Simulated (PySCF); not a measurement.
# C₄H₉GaN₂: electronic excitations

What electronic excitations should C₄H₉GaN₂ (`CC#[N+][GaH2-]/[CH]=N/C`) show?

Programs: PySCF 2.14.0, with density-fitted response routines of our own. Each step states its level of theory. These are calculated values for one molecule in the gas phase, unless marked as measured. Atoms are numbered from 0 throughout.

## (1) Starting geometry

16 atoms, charge 0, multiplicity 1; geometry from: GFN2-xTB.

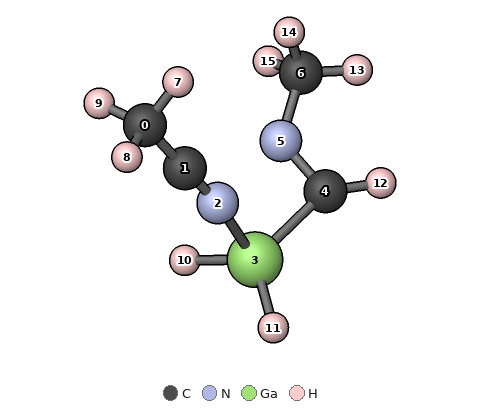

The starting geometry (carbon dark grey, nitrogen light blue, gallium green, hydrogen pink), atoms numbered; sticks join atoms by distance.

## (2) Excited states and response: CAM-B3LYP/def2-SVPD

Job settings and geometry (Å):

```
{"job": {"kind": "uv", "xc": "CAM-B3LYP", "basis": "def2-SVPD", "nstates": 8, "ntriplets": 3}, "charge": 0, "multiplicity": 1}
C      3.114755     0.236929     0.785856
C      2.024679     0.284450    -0.130830
N      1.149785     0.340985    -0.870725
Ga    -0.416524    -0.038851    -2.058156
C     -1.875133     0.716329    -0.936445
N     -1.550716     0.041712     0.093161
C     -2.299359     0.136692     1.315957
H      2.989007     1.010013     1.544191
H      4.049724     0.403498     0.250391
H      3.141870    -0.741340     1.266224
H     -0.295862    -1.564767    -1.960432
H      0.153177     0.620842    -3.342266
H     -2.746935     1.392879    -0.898987
H     -3.131693     0.849889     1.247113
H     -1.626114     0.439619     2.120438
H     -2.688260    -0.852452     1.563099
```

Method: TDDFT CAM-B3LYP/def2-SVPD, vertical, gas phase, core orbitals frozen in the response.

On the command line:

```bash
> OMP_NUM_THREADS=1 python probes_run.py task.json out
```

One launch serves the whole session: the jobs run in the order shown.

What it wrote:

```text
coarse grid: 60624 points
cycle   1  E = -2191.5867203586  dE =  3.040e-01  |g| = 6.460e-01  |ddm| = 6.091e+00
cycle   2  E = -2191.5068876690  dE =  7.983e-02  |g| = 9.553e-01  |ddm| = 1.696e+00
cycle   3  E = -2191.6686776444  dE = -1.618e-01  |g| = 1.467e-01  |ddm| = 9.563e-01
cycle   4  E = -2191.6719922624  dE = -3.315e-03  |g| = 6.244e-02  |ddm| = 1.969e-01
cycle   5  E = -2191.6726414548  dE = -6.492e-04  |g| = 1.205e-02  |ddm| = 8.528e-02
cycle   6  E = -2191.6726680600  dE = -2.661e-05  |g| = 5.642e-03  |ddm| = 2.186e-02
cycle   7  E = -2191.6726750439  dE = -6.984e-06  |g| = 1.505e-03  |ddm| = 8.877e-03
final grid: 128456 points
cycle   8  E = -2191.6726902724  dE =  2.503e-07  |g| = 2.003e-03  |ddm| = 5.334e-03
cycle   9  E = -2191.6726892319  dE =  1.040e-06  |g| = 3.048e-03  |ddm| = 5.396e-03
cycle  10  E = -2191.6726910904  dE = -1.859e-06  |g| = 1.787e-04  |ddm| = 3.155e-03
cycle  11  E = -2191.6726910963  dE = -5.864e-09  |g| = 4.543e-05  |ddm| = 2.843e-04
cycle  12  E = -2191.6726910969  dE = -5.857e-10  |g| = 2.058e-05  |ddm| = 9.647e-05
converged SCF energy = -2191.6726910969

Static polarisability (au): isotropic 94.696, principal 75.702 101.434 106.952

Singlet excitations
state   eV       nm        f      main configurations
  1   4.1200    300.9   0.00155   H->L+3 0.85
  2   5.1028    243.0   0.00803   H->L+1 0.66, H->L 0.27
  3   5.1992    238.5   0.01039   H->L+2 0.80, H->L+1 0.10
  4   5.6226    220.5   0.00338   H->L 0.52, H->L+1 0.19, H->L+2 0.15
  5   6.1103    202.9   0.01134   H-1->L+1 0.64, H-1->L+2 0.18
  6   6.1831    200.5   0.05288   H->L+4 0.32, H->L+5 0.18, H-1->L 0.12
  7   6.2954    196.9   0.09457   H-1->L+3 0.30, H->L+4 0.17, H-1->L 0.16
  8   6.3004    196.8   0.03594   H-1->L+2 0.50, H-1->L+3 0.31

Triplet excitations (Tamm-Dancoff, eV): 3.3414 4.7284 5.0413
```

Wall time 1.8 min (1 thread of Intel Xeon Platinum 8259CL at 2.50GHz, shared host); peak memory 1.1 GiB.

The orbitals next to the gap, with their largest atomic shares:

| orbital | eV | atoms |
| --- | --- | --- |
| HOMO−3 | -9.60 | N5 33 %, C4 28 %, C6 12 % |
| HOMO−2 | -9.44 | N5 27 %, C4 17 %, Ga3 17 % |
| HOMO−1 | -8.34 | Ga3 32 %, H10 29 %, H11 11 % |
| HOMO | -7.12 | N5 37 %, C4 18 %, Ga3 16 % |
| LUMO | 0.43 | C0 31 %, C1 21 %, H7 12 % |
| LUMO+1 | 0.66 | C1 29 %, N2 29 %, C0 18 % |
| LUMO+2 | 0.76 | N2 33 %, C1 30 %, C0 17 % |

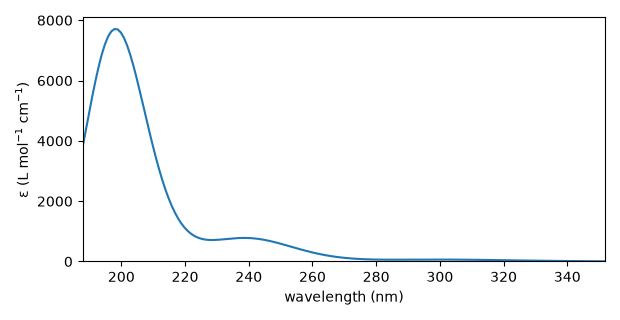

Absorption spectrum: each of the 8 states is a Gaussian band of 0.4 eV half-width at 1/e. Beyond the last state computed it falls off for lack of states.

Further results of this job:

| property | computed |
| --- | --- |
| dipole moment (D) | 7.08 |
| polarisability (Å³) | 14.03 |
| HOMO–LUMO gap (eV) | 7.55 |
| −ε(HOMO) (eV) | 7.12 |

## (3) Results

```
                                quantity                        value
    lowest singlet (CAM-B3LYP/def2-SVPD)  4.12 eV (301 nm), f = 0.002
brightest single state of those computed  state 7, 6.30 eV, f = 0.095
                          lowest triplet                      3.34 eV
```

The lowest singlet, at 4.12 eV, is HOMO→LUMO+3 0.85 and is weak; of the 8 states computed, the strongest absorption comes from states 7 to 8 together at 6.30 eV (the last computed, so partners may be missing). The lowest triplet lies 0.78 eV below the lowest singlet (triplets in Tamm-Dancoff, singlets in full TDDFT).
